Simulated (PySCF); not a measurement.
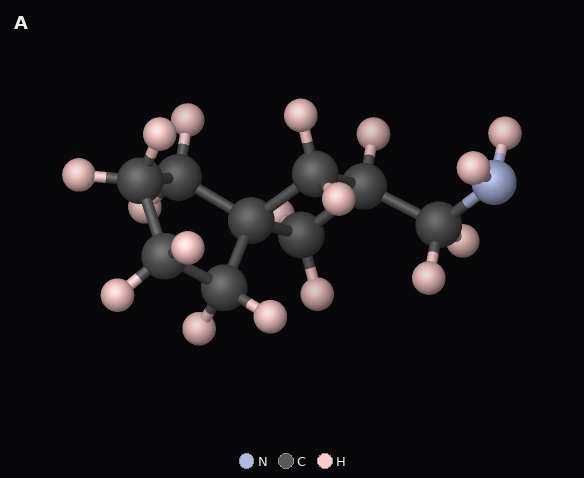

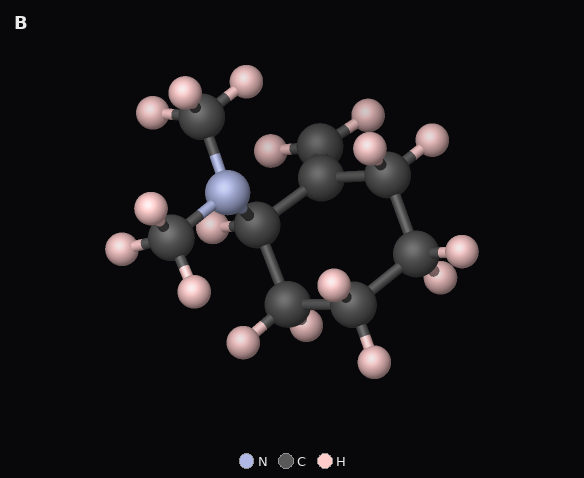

2 stationary structures of one formula. Geometries: PBE0-D3(BJ)/def2-SVP. Electronic energies: PBE0-D3(BJ)/def2-SVP (PySCF 2.14.0), without zero-point energy. No frequency run is at hand to confirm each as a minimum. Each is one conformer, not always the lowest.

> Are they conformers, stereoisomers or constitutional isomers?

They are constitutional isomers of C9H17N: A `NCC1CC2(CCCC2)C1`, B `C=C1CCCC[C@H]1N(C)C`.

> Rank them by energy, lowest first.

A is lowest; B lies 3.7 kcal/mol above it.
